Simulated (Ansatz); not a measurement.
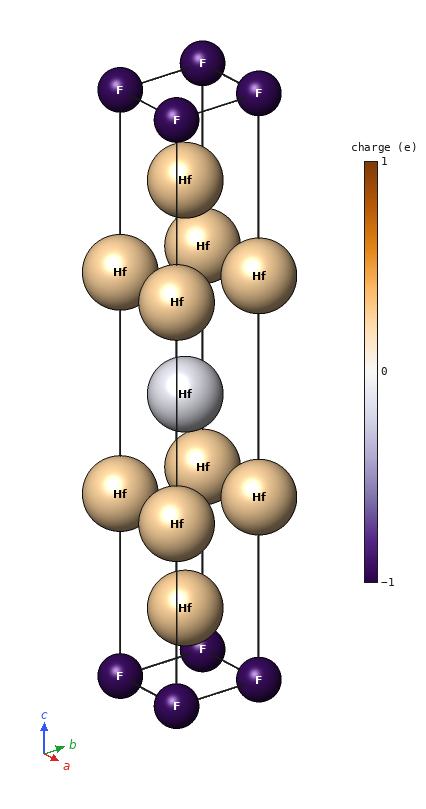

The crystal in a spheres-only representation, seen slightly off an axis. The lines enclose the simulation cell; boundary atoms appear with their images. The atoms of this Hf$_{5}$F cell are coloured by their Bader charge.

Level of theory and settings: DFT PBE, scalar-relativistic, plane waves, PAW (Ansatz 0.2.0), plane-wave cutoff 420 eV, a 12×12×4 grid in reciprocal space, Gaussian smearing of 0.1 eV, no spin polarisation.

> Which way does the charge move?

Most positive: Hf; most negative: F. Charges: about Hf -0.1 to +0.3 e; F -0.9 e.

Starting structure: a structure type filled with these elements by a generator (whether the compound takes this form wasn't checked). Earlier steps of the study, as a rule a relaxation of our own, may have changed the cell and positions, so they can lie some per cent off the listed ones. Ansatz was used for an electronic-structure calculation on it.
